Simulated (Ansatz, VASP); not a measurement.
# Te (Tellurium) in two plane-wave programs

One calculation is typed for both programs; each brings its own data sets. How far apart do they land? The cell is taken from a series of VASP runs on this material, whose earlier steps may have relaxed, scaled or displaced it; both programs get it as it stands. Valence electrons are named where the data sets of a main pair hold unlike numbers.

Method: plane waves, with VASP 6.6.1 beside it; band structure at HSE06, in Ansatz 0.2.0.

## 1. The structure

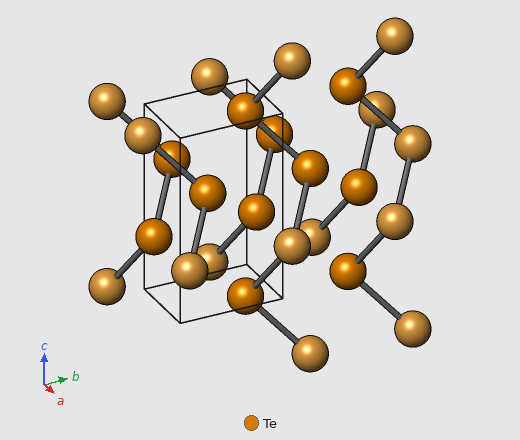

The cell as given, slightly off an axis (tellurium orange). 1×2×1 cells are drawn. Some periodic images of atoms are drawn too.

## 2. VASP: band structure, HSE06

Levels along a path test the potential and the projectors away from the mesh points.

Lines of VASP's logs that name or quote its potential files are left out, and so is its time.

The run reads the wave functions of an earlier VASP run, which isn't shown here.

Contents of INCAR:

```
SYSTEM = Te
PREC = Accurate
ENCUT = 350
EDIFF = 1E-06
NELM = 100
ISMEAR = 0
SIGMA = 0.03
LREAL = .FALSE.
ALGO = Normal
LHFCALC = .TRUE.
AEXX = 0.25
GGA = PE
HFSCREEN = 0.2
LASPH = .TRUE.
NBANDS = 15
PRECFOCK = Fast
LORBIT = 11
LWAVE = .FALSE.
LCHARG = .FALSE.
KPAR = 4
```

Contents of POSCAR:

```
Te
1.0
    4.4540000000      0.0000000000      0.0000000000
   -2.2270000000      3.8572771485      0.0000000000
    0.0000000000      0.0000000000      5.9240000000
Te
3
Direct
    0.7310000000      0.7310000000      0.0000000000
    0.0000000000      0.2690000000      0.6666666667
    0.2690000000      0.0000000000      0.3333333333
```

Contents of KPOINTS:

```
Automatic mesh
0
Gamma
4 4 3
0 0 0
```

Contents of KPOINTS_OPT:

```
Line mode
10
Line-mode
Reciprocal
  0.00000000   0.00000000   0.00000000 GAMMA
  0.50000000   0.00000000   0.00000000 M

  0.50000000   0.00000000   0.00000000 M
  0.33333333   0.33333333   0.00000000 K

  0.33333333   0.33333333   0.00000000 K
  0.00000000   0.00000000   0.00000000 GAMMA

  0.00000000   0.00000000   0.00000000 GAMMA
  0.00000000   0.00000000   0.50000000 A

  0.00000000   0.00000000   0.50000000 A
  0.50000000   0.00000000   0.50000000 L

  0.50000000   0.00000000   0.50000000 L
  0.33333333   0.33333333   0.50000000 H

  0.33333333   0.33333333   0.50000000 H
  0.00000000   0.00000000   0.50000000 A

  0.50000000   0.00000000   0.50000000 L
  0.50000000   0.00000000   0.00000000 M

  0.33333333   0.33333333   0.00000000 K
  0.33333333   0.33333333   0.50000000 H
```

The projector-augmented-wave data sets are Te (PBE family, release 64).

Command:

```
mpirun -np 4 vasp_std
```

Numbers of over 12 decimals in the logs are rounded to 6 here.

The program printed:

```text
[banner, memory and clock lines left out]
running    4 mpi-ranks, on    1 nodes
 distrk:  each k-point on    1 cores,    4 groups
 distr:  one band on    1 cores,    1 groups

 POSCAR found type information on POSCAR Te
 POSCAR found :  1 types and       3 ions
 LDA part: xc-table for (Slater+PW92), standard interpolation
 found WAVECAR, reading the header
 POSCAR, INCAR and KPOINTS ok, starting setup
 FFT: planning ... GRIDC
 FFT: planning ... GRID_SOFT
 FFT: planning ... GRID
 reading WAVECAR
 the WAVECAR file was read successfully
 initial charge from wavefunction
 entering main loop
       N       E                     dE             d eps       ncg     rms          rms(c)
DAV:   1    -0.118581812630E+02   -0.11858E+02   -0.30361E+00   270   0.111E+01    0.211E+01
DAV:   2    -0.118802530412E+02   -0.22072E-01   -0.69463E-02   333   0.187E+00    0.140E+01
DAV:   3    -0.118787243692E+02    0.15287E-02   -0.38224E-03   403   0.350E-01    0.910E+00
DAV:   4    -0.118780014983E+02    0.72287E-03   -0.61669E-04   347   0.136E-01    0.552E+00
DAV:   5    -0.118777981771E+02    0.20332E-03   -0.18568E-04   340   0.762E-02    0.334E+00
DAV:   6    -0.118777499081E+02    0.48269E-04   -0.50480E-05   347   0.411E-02    0.201E+00
DAV:   7    -0.118777410608E+02    0.88473E-05   -0.14896E-05   340   0.231E-02    0.120E+00
DAV:   8    -0.118777423262E+02   -0.12654E-05   -0.47300E-06   347   0.134E-02    0.721E-01
DAV:   9    -0.118777447337E+02   -0.24075E-05   -0.14049E-06   240   0.787E-03    0.432E-01
DAV:  10    -0.118777466859E+02   -0.19522E-05   -0.81571E-07   198   0.640E-03    0.258E-01
DAV:  11    -0.118777480466E+02   -0.13607E-05   -0.29938E-07   205   0.397E-03    0.153E-01
DAV:  12    -0.118777488820E+02   -0.83533E-06   -0.13927E-07   184   0.267E-03
   1 F= -.11877749E+02 E0= -.11877749E+02  d E =-.113064E-10
 Start KPOINTS_OPT (optional k-point list driver)
k-point batch [1-9\90]
       N       E                     dE             ncg
DAV:   1     0.621920999146E+03   -0.94057E+03      270
DAV:   2     0.141388801273E+02   -0.60778E+03      368
DAV:   3    -0.599886396807E+02   -0.74128E+02      305
DAV:   4    -0.620920997891E+02   -0.21035E+01      412
DAV:   5    -0.621148076736E+02   -0.22708E-01      333
DAV:   6    -0.621150680142E+02   -0.26034E-03      398
DAV:   7    -0.621150716751E+02   -0.36609E-05      266
DAV:   8    -0.621150717410E+02   -0.65869E-07      254
[...]
k-point batch [82-90\90]
       N       E                     dE             ncg
DAV:   1     0.515914490351E+03   -0.36485E+04      270
DAV:   2    -0.664507412455E+02   -0.58237E+03      354
DAV:   3    -0.126303758389E+03   -0.59853E+02      298
DAV:   4    -0.128184631145E+03   -0.18809E+01      391
DAV:   5    -0.128205780416E+03   -0.21149E-01      312
DAV:   6    -0.128206001715E+03   -0.22130E-03      384
DAV:   7    -0.128206004694E+03   -0.29796E-05      219
DAV:   8    -0.128206004763E+03   -0.68319E-07      240
```

From OUTCAR (step 2):

```text
ion  position               nearest neighbor table
   1  0.731  0.731  0.000-   3 2.86   2 2.86   3 3.47   2 3.47   2 3.47   3 3.47
   2  0.000  0.269  0.667-   1 2.86   3 2.86   1 3.47   1 3.47   3 3.47   3 3.47
   3  0.269  0.000  0.333-   1 2.86   2 2.86   1 3.47   1 3.47   2 3.47   2 3.47

  LATTYP: Found a hexagonal cell.
 ALAT       =     4.4540000000
 C/A-ratio  =     1.3300404131

 Subroutine GETGRP returns: Found  6 space group operations
 (whereof  2 operations were pure point group operations)

The static configuration has the point symmetry C_2 .
 The point group associated with its full space group is D_3 .

 Found      9 irreducible k-points:

   k-points           NKPTS =      9   k-points in BZ     NKDIM =     48   number of bands    NBANDS=     15

   dimension x,y,z NGX =    28 NGY =   28 NGZ =   36
   dimension x,y,z NGXF=    56 NGYF=   56 NGZF=   72

   ENCUT  =  350.0 eV  25.72 Ry    5.07 a.u.   6.79  6.79  9.04*2*pi/ulx,y,z

   NELECT =      18.0000    total number of electrons

 k-points in reciprocal lattice and weights: Automatic mesh
   0.00000000  0.00000000  0.00000000       0.021
   0.25000000  0.00000000  0.00000000       0.125
   0.50000000  0.00000000  0.00000000       0.062
   0.25000000  0.25000000  0.00000000       0.125
   0.00000000  0.00000000  0.33333333       0.042
   0.25000000  0.00000000  0.33333333       0.125
   0.00000000  0.25000000  0.33333333       0.125
   0.50000000  0.00000000  0.33333333       0.125
   0.25000000  0.25000000  0.33333333       0.250

  exchange ACFDT corr.  =         0.00000000  see jH, gK, PRB 81, 115126

 average (electrostatic) potential at core
       1 -85.2846       2 -85.2846       3 -85.2846

 E-fermi :   5.4235

 k-point     1 :       0.0000    0.0000    0.0000
  band No.  band energies     occupation
    ...
      5       2.6366      2.00000
      6       2.6366      2.00000
      7       3.6941      2.00000
      8       3.6941      2.00000
      9       4.5867      2.00000
     10       7.1039      0.00000
     11       7.1039      0.00000
     12       7.7919      0.00000
     13      11.2063      0.00000
     14      11.2063      0.00000
    ...

 k-point     2 :       0.2500    0.0000    0.0000
  band No.  band energies     occupation
    ...
      5       1.3426      2.00000
      6       1.8297      2.00000
      7       3.9266      2.00000
      8       4.4923      2.00000
      9       4.6534      2.00000
     10       6.9160      0.00000
     11       7.1474      0.00000
     12       8.0228      0.00000
     13       9.9814      0.00000
     14      11.5822      0.00000
    ...

 k-point     3 :       0.5000    0.0000    0.0000
  band No.  band energies     occupation
    ...
      5       0.7519      2.00000
      6       1.5950      2.00000
      7       1.6842      2.00000
      8       4.4642      2.00000
      9       4.6580      2.00000
     10       6.8937      0.00000
     11       6.9847      0.00000
     12       9.0761      0.00000
     13      10.0802      0.00000
     14      13.7855      0.00000
    ...

  energy-cutoff  :      350.00
  volume of cell :      101.78
      direct lattice vectors                 reciprocal lattice vectors
     4.454000000  0.000000000  0.000000000     0.224517288  0.129625117  0.000000000
    -2.227000000  3.857277149  0.000000000     0.000000000  0.259250233  0.000000000
     0.000000000  0.000000000  5.924000000     0.000000000  0.000000000  0.168804862

 POSITION                                       TOTAL-FORCE (eV/Angst)
 -----------------------------------------------------------------------------------
      1.62794      2.81967      0.00000         0.165694      0.286990      0.000000
     -0.59906      1.03761      3.94933         0.165694     -0.286990      0.000000
      1.19813      0.00000      1.97467        -0.331388      0.000000     -0.000000
 -----------------------------------------------------------------------------------
    total drift:                               -0.000001     -0.000001      0.000000

  FREE ENERGIE OF THE ION-ELECTRON SYSTEM (eV)
  ---------------------------------------------------
  free  energy   TOTEN  =       -11.8777488820 eV

  energy  without entropy=      -11.8777488820  energy(sigma->0) =      -11.87774888

 total charge
# of ion       s       p       d       tot
------------------------------------------
    1        1.393   1.924   0.044   3.361
    2        1.393   1.924   0.044   3.361
    3        1.393   1.924   0.044   3.361
--------------------------------------------------
tot          4.180   5.772   0.131  10.083

[... 3 further parts left out ...]
```

The k-mesh is coarse for exact exchange; levels may shift by about 0.1 eV on a finer one. The PAW data sets were made with PBE, which is usual practice but a small mismatch for other functionals.

[end of part 1 of 2]

[Lines on the potential files, build, host, timing and source positions are cut from VASP's logs without a mark.]

[Logs are printed without paths, hosts, clocks, repeated set-up lines and the standing remarks that a program may print on its own settings, such as how far it seeks lower states.]

[Hosts, paths, dates, database ids (printed as entryN), source tags and the programs' standing remarks are cut or masked in the printed files.]
